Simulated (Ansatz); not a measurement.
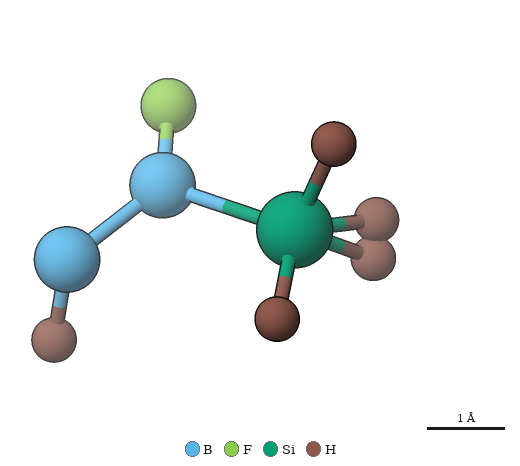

Starting structure of B₂SiH₅F. A ball-and-stick model, seen from a free direction.

It is one of the separated reactants of a reaction.

All numbers below come from RKS PBE-D4/def2-SVP (Ansatz 0.2.0).

Input
```yaml
crystal:
  periodic: [false, false, false]
  atoms:
    - {symbol: B, position_ang: [-0.250767, 1.135719, -1.270911]}
    - {symbol: B, position_ang: [0.816942, 0.457788, -0.220723]}
    - {symbol: F, position_ang: [2.111658, 0.657685, -0.021574]}
    - {symbol: Si, position_ang: [-0.127665, -0.955981, 0.963351]}
    - {symbol: H, position_ang: [-0.525528, 0.595923, -2.305759]}
    - {symbol: H, position_ang: [0.765530, -2.048275, 1.123028]}
    - {symbol: H, position_ang: [0.506318, -2.286875, 0.750342]}
    - {symbol: H, position_ang: [-1.576410, -1.070533, 0.640681]}
    - {symbol: H, position_ang: [0.004937, -0.575466, 2.397280]}
basis:
  gaussian: {orbitals: def2-SVP}
hamiltonian: {xc: pbe, dispersion: d4}
relax: {f_tol: 0.03, max_steps: 250}
```

Command:
```bash
ansatz run in.yaml --threads 2 --pin off --events-out ev --progress --plain --max-ram 4352MiB
```

### What does the optimiser find from here?

Over 23 accepted moves (24 points after the start) the energy falls by 681.4 kJ/mol. The largest force component goes from 17 to 0.017 eV/Å. The line search rejected the trial step at point 14 of the run. The forces were under the threshold at step 18, but the run went on from there. The largest move after the best rigid fit is that of H6, 1.51 Å. By element the largest moves are H 1.51 Å, Si 0.98 Å, F 0.94 Å, B 0.76 Å. Among the contacts that change: Si4–H6 1.420 → 3.658 Å, Si4–H7 1.489 → 3.045 Å, B1–Si4 3.063 → 1.880 Å, B2–Si4 2.072 → 2.483 Å. New bonds form: B1–Si4 (3.06 → 1.88 Å). Bonds break: Si4–H6 (1.42 → 3.66 Å), Si4–H7 (1.49 → 3.04 Å). Among the angles between lasting bonds that change: B1–B2–F3 131.9° → 172.3°, B2–B1–H5 121.0° → 139.1°. Cost: 32 s on 2 threads of Arm Neoverse V1 (shared host).

Step by step:

| step | E − E(0), kJ/mol | largest force component, eV/Å | note |
| --- | --- | --- | --- |
| 0 | 0.00 | 16.8120 |  |
| 1 | -361.61 | 5.0039 |  |
| 2 | -443.30 | 2.4766 |  |
| 3 | -496.30 | 1.2626 |  |
| 4 | -539.14 | 1.5129 |  |
| 5 | -574.31 | 1.3329 |  |
| 6 | -601.73 | 0.6020 |  |
| 7 | -625.73 | 0.7988 |  |
| 8 | -646.10 | 0.9857 |  |
| 9 | -656.52 | 1.0342 |  |
| 10 | -668.93 | 0.7527 |  |
| 11 | -674.78 | 0.6714 |  |
| 12 | -675.83 | 0.5844 |  |
| 13 | -679.58 | 0.3675 |  |
| 14 | -678.07 | 0.3282 | rejected |
| 15 | -680.63 | 0.1324 |  |
| 16 | -680.98 | 0.0536 |  |
| 17 | -681.08 | 0.0414 |  |
| 18 | -681.15 | 0.0175 |  |
| 19 | -681.21 | 0.0961 |  |
| 20 | -681.26 | 0.0765 |  |
| 21 | -681.32 | 0.0556 |  |
| 22 | -681.34 | 0.0683 |  |
| 23 | -681.36 | 0.0430 |  |
| 24 | -681.37 | 0.0166 |  |

The structure at the end:

```xyz
9

B    -0.0768    0.4728   -0.9945
B     1.2092    1.0880   -0.3825
F     2.2225    1.5375    0.2780
Si   -0.6465   -0.1775    0.6746
H    -0.6204    0.3791   -2.0663
H     0.7119   -3.5551    1.0275
H     0.6710   -2.9210    0.5920
H    -1.9026   -0.9453    0.9955
H     0.1568    0.0315    1.9315
```

The end point in the same view:

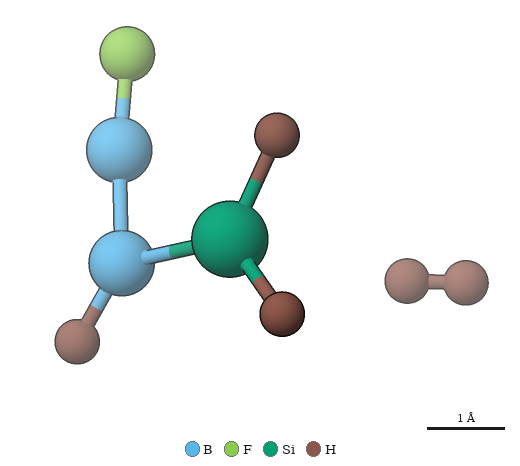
